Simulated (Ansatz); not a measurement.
C3H8Cl3GeN (SMILES CC(C)[NH][Ge]([Cl])([Cl])[Cl])

```yaml
atoms:
  - { symbol: C, position_ang: [-0.1692, -1.9124, 0.4640] }
  - { symbol: C, position_ang: [-0.3874, -0.4602, 0.0735] }
  - { symbol: C, position_ang: [-1.2242, 0.2807, 1.1055] }
  - { symbol: N, position_ang: [0.9101, 0.1727, -0.1585] }
  - { symbol: Ge, position_ang: [1.1477, 1.4738, -1.3673] }
  - { symbol: Cl, position_ang: [0.5991, 0.7359, -3.2863] }
  - { symbol: Cl, position_ang: [-0.0038, 3.2617, -1.0831] }
  - { symbol: Cl, position_ang: [3.1997, 2.0253, -1.3272] }
  - { symbol: H, position_ang: [-1.1241, -2.4245, 0.6020] }
  - { symbol: H, position_ang: [0.4040, -2.4361, -0.3020] }
  - { symbol: H, position_ang: [0.3829, -1.9755, 1.4070] }
  - { symbol: H, position_ang: [-0.9180, -0.4436, -0.8855] }
  - { symbol: H, position_ang: [-1.3933, 1.3170, 0.8080] }
  - { symbol: H, position_ang: [-0.7172, 0.2833, 2.0757] }
  - { symbol: H, position_ang: [-2.1954, -0.2017, 1.2388] }
  - { symbol: H, position_ang: [1.4665, 0.2810, 0.6795] }
```

Geometry: PBE0-D4/def2-TZVP.

Theory: Ansatz 0.2.0, RKS PBE0-D4/def2-TZVPP.

### What will maps of the electron density and electron localisation function show?

C–N (1.46 Å): ρ at the midpoint is about 1.9 e/Å³; the ELF peaks at about 0.90 between the atoms, as expected for localised, covalent bonding.
C–C (1.52 Å): ρ at the midpoint is about 1.7 e/Å³; the ELF peaks at about 0.95 between the atoms: a covalent bond.
C–H (1.09 Å): ρ is about 2 e/Å³ halfway; the ELF climbs to about 1 towards the hydrogen, as it does in any bond to H: a covalent bond by its length.

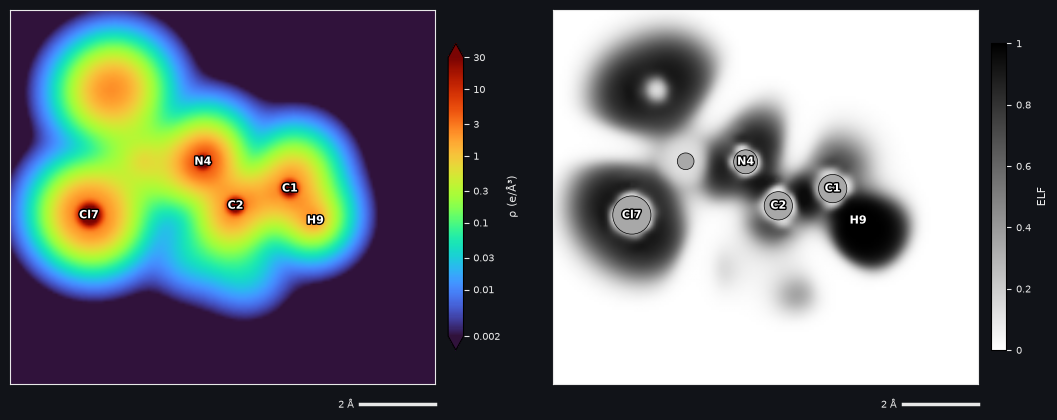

Computed electron density and electron localisation function on the plane of atoms C1, C2 and N4, in this order. Grey discs cover the atomic cores in the ELF map. 
